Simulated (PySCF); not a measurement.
# CH7BSi (BH2(CH2SiH3)): the cost of one run

Computed with PySCF 2.14.0 and routines of our own; the level stands in each step. Atoms count from 0.

## Step 1: The starting structure

10 atoms, charge 0, multiplicity 1; geometry from: GFN2-xTB.

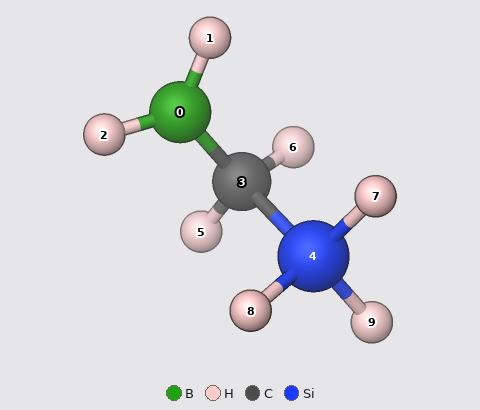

The starting geometry (boron green, hydrogen pink, carbon dark grey, silicon blue).

## Step 2: Magnetic properties: GIAO PBE/def2-SVP

The job: settings as JSON, then the geometry in Å.

```
{"job": {"kind": "mag", "xc": "PBE", "basis": "def2-SVP"}, "charge": 0, "multiplicity": 1}
B      0.720560     1.201330    -0.652910
H      1.885460     1.211550    -0.530950
H      0.134450     2.214930    -0.618670
C     -0.037750    -0.134830    -0.799970
Si    -0.474090    -0.744380     0.964860
H     -0.982240    -0.056050    -1.337280
H      0.545330    -0.931140    -1.261650
H      0.737250    -0.968200     1.757020
H     -1.332500     0.220650     1.655470
H     -1.196470    -2.013860     0.824100
```

Method: GIAO PBE/def2-SVP magnetisability, rotational g tensor and spin-rotation constants, non-relativistic, gas phase.

Command:

```
$ OMP_NUM_THREADS=1 python excited_run.py task.json out
```

The driver reads the jobs from task.json and runs them one after another.

Q: Estimate the wall time and peak memory of this first job on 1 thread of Intel Xeon Platinum 8375C at 2.90GHz, shared host.

About 5.7 s, with a peak of 0.42 GiB.
